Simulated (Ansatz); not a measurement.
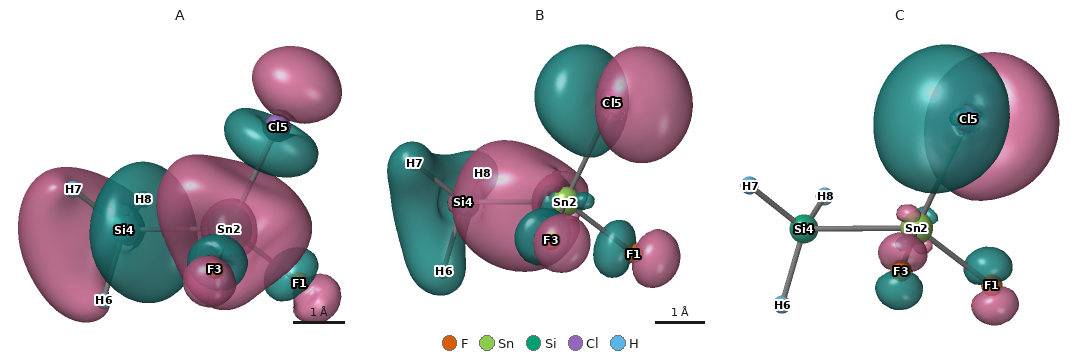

The picture shows: ClF2H3SiSn. Three frontier orbitals at ±0.08 Å⁻³ᐟ² (teal and pink are the two phases), in no order.

Geometry: PBE0-D4/def2-TZVP; core potentials replace the inner electrons of Sn.

Computed with RKS PBE0-D4/def2-TZVPP (Ansatz 0.2.0).

```yaml
atoms:
  - { symbol: F, position_ang: [1.7507, 0.2131, -1.8832] }
  - { symbol: Sn, position_ang: [0.8695, 0.6756, -0.2565] }
  - { symbol: F, position_ang: [2.2877, 0.5950, 1.0158] }
  - { symbol: Si, position_ang: [-1.0563, -0.9177, 0.3113] }
  - { symbol: Cl, position_ang: [0.3712, 2.9155, -0.4592] }
  - { symbol: H, position_ang: [-0.4827, -2.2807, 0.3710] }
  - { symbol: H, position_ang: [-1.5948, -0.4800, 1.6184] }
  - { symbol: H, position_ang: [-2.0531, -0.7778, -0.7736] }
```

**Which picture is the HOMO−1, the HOMO and the LUMO?**

C is the HOMO−1 (−9.55 eV). By Hirshfeld shares it lies mainly on Cl5 (about 90 %); largely a lone pair of Cl5. B is the HOMO (−9.16 eV). By Hirshfeld shares it lies mainly on Cl5 (about 45 %), Si4 (about 20 %) and Sn2 (about 20 %). A is the LUMO (−2.02 eV). By Hirshfeld shares it lies mainly on Sn2 (about 35 %), Si4 (about 30 %), Cl5 (about 15 %), F1 (about 5 %) and F3 (about 5 %).

**What is the HOMO–LUMO gap?**

7.14 eV between the orbital energies.
